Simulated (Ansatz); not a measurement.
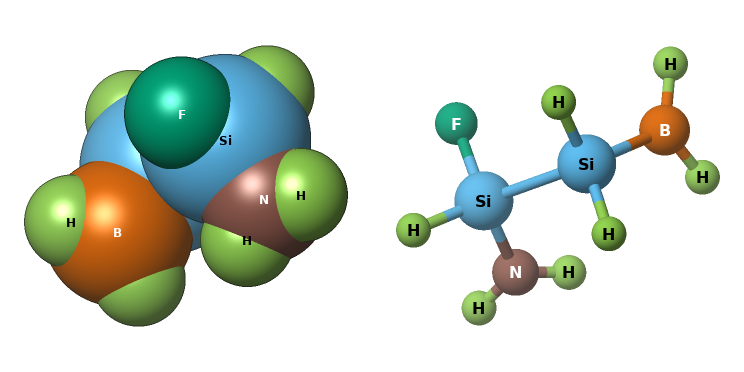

Two views of one molecule.

What does the picture show?

It has 12 atoms: 1 boron, 1 fluorine, 7 hydrogen, 1 nitrogen and 2 silicon (BFH₇NSi₂). As SMILES it reads `B[SiH2][Si@H](N)F`. It has no ring. Among its groups: Si–H bond, Si–N bond, B–H bond. The point group is C1. Coordination, clear cases only: 1 B trigonal planar; 2 Si tetrahedral.

More results for the same structure follow; atom numbers are the same in all pictures, views and colours differ. The geometry was computed by an optimisation with PBE0-D4/def2-TZVP.

## Geometry

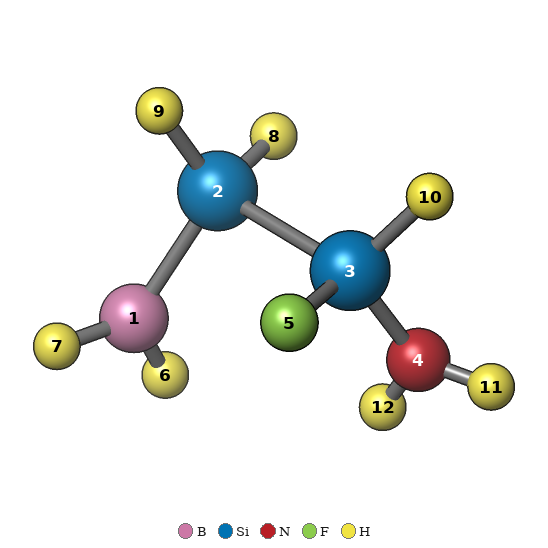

Atoms carry their numbers in the input.

List the bonds and their lengths.

| bond | length (Å) | order |
| --- | --- | --- |
| B1–Si2 | 1.986 | single |
| B1–H6 | 1.197 | single |
| B1–H7 | 1.194 | single |
| Si2–Si3 | 2.357 | single |
| Si2–H8 | 1.489 | single |
| Si2–H9 | 1.488 | single |
| Si3–N4 | 1.699 | single |
| Si3–F5 | 1.611 | single |
| Si3–H10 | 1.484 | single |
| N4–H11 | 1.007 | single |
| N4–H12 | 1.006 | single |

## Vibrations

Harmonic vibrations computed with RKS PBE0-D4/def2-TZVP (Ansatz 0.2.0) at a stationary point of the same level.

**How many vibrational modes are there, and where do they lie?**

30 modes: 47, 80, 133, 200, 220, 283, 321, 350, 414, 428, 544, 602, 654, 705, 756, 815, 845, 889, 905, 931, 949, 1165, 1583, 2209, 2221, 2231, 2583, 2674, 3613, 3711 cm⁻¹.

## Electronic properties

Level of theory: RKS r2SCAN-D4/def2-TZVPP (Ansatz 0.2.0).

**What is the HOMO energy (Kohn–Sham orbital)?**

−6.84 eV.

**Give the HOMO–LUMO gap at this level.**

3.70 eV.

**What is the dipole moment?**

1.94 D.

**What is the dispersion correction?**

−6.5 kJ/mol.

## Charges

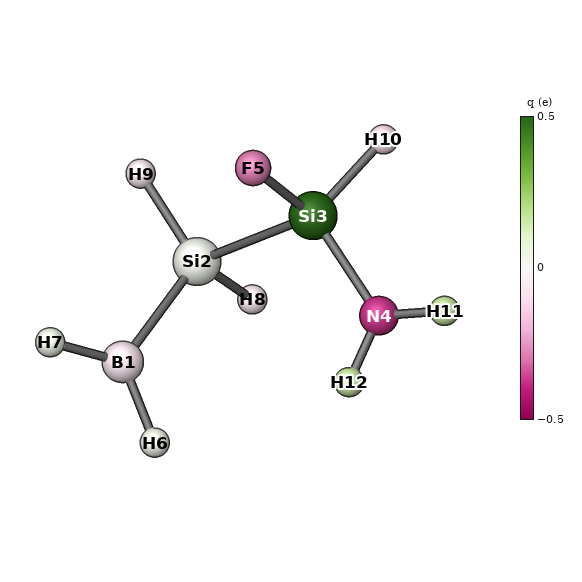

Atoms are coloured by their Mulliken charges. Properties computed with RKS PBE-D4/def2-TZVPP (Ansatz 0.2.0).

**Which atom carries the highest charge (most positive or least negative)?**

Si3 (0.49 e).

**And the lowest?**

N4 (−0.37 e).

Give the Mulliken charges atom by atom.

| atom | value (e) |
| --- | --- |
| B1 | −0.06 |
| Si2 | 0.03 |
| Si3 | 0.49 |
| N4 | −0.37 |
| F5 | −0.28 |
| H6 | 0.03 |
| H7 | 0.04 |
| H8 | −0.05 |
| H9 | −0.05 |
| H10 | −0.09 |
| H11 | 0.16 |
| H12 | 0.15 |

Mulliken values depend strongly on the basis set and can even reverse the polarity of a bond.
